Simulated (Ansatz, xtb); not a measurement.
## CH3B (SMILES B[CH]): the electronic atomisation energy, rung by rung

The species is CH3B (5 atoms), meant as a triplet with charge 0. SMILES: `B[CH]`. The shape is that of a GFN2-xTB optimisation.

Quantity: the electronic atomisation energy, in eV. The values are calculated. Electronic energies at fixed atoms, without zero-point motion or spin-orbit coupling.

| level | kind | program | value (eV) | less FCI/STO-3G | CPU time (all runs) |
| --- | --- | --- | --- | --- | --- |
| GFN0-xTB | semi-empirical | xtb | 18.10 | -0.16 | under 2 s |
| UHF/STO-3G | Hartree–Fock | Ansatz | 17.67 | -0.59 | 0.13 s |
| UPBE/STO-3G | GGA | Ansatz | 21.49 | +3.23 | 1.8 s |
| U-r2SCAN/STO-3G | meta-GGA | Ansatz | 21.36 | +3.10 | 5.2 s |
| U-r2SCAN0/STO-3G | hybrid meta-GGA | Ansatz | 21.13 | +2.87 | 4.6 s |
| U-wB97M-V/STO-3G | range-separated hybrid | Ansatz | 21.37 | +3.11 | 17 s |
| UMP2/STO-3G | perturbation theory | Ansatz | 18.40 | +0.14 | 0.15 s |
| UBCCD(T)/STO-3G | coupled cluster or CI | Ansatz | 18.24 | -0.02 | 0.45 s |
| UCCSD/STO-3G | coupled cluster or CI | Ansatz | 18.23 | -0.03 | 0.32 s |
| FCI/STO-3G | exact in the basis | Ansatz | 18.26 | 0.00 | 1 s |

FCI/STO-3G is exact within its basis and frozen core, so for wave-function methods in that basis the difference is their error; functionals converge differently with the basis, so for them it is only a difference. The values span 17.67 to 21.49 eV. The xTB rows lack spin polarisation, so open shells miss the exchange term that lowers them. All rows use very small basis sets, so even the best lies far from the true value. CPU times are rough (shared hosts, several kinds of processor): they show what a rung costs within a factor of a few.

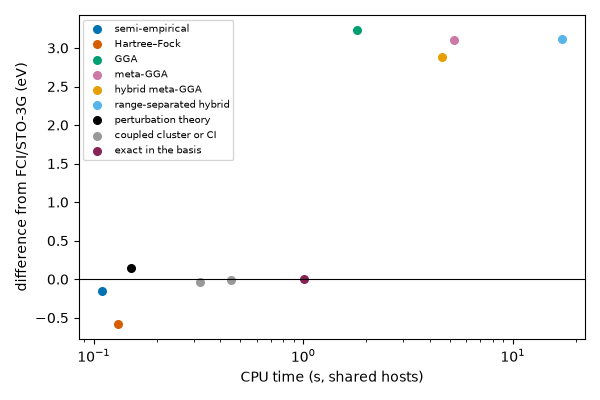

Difference from FCI/STO-3G against processor time, one point a level.
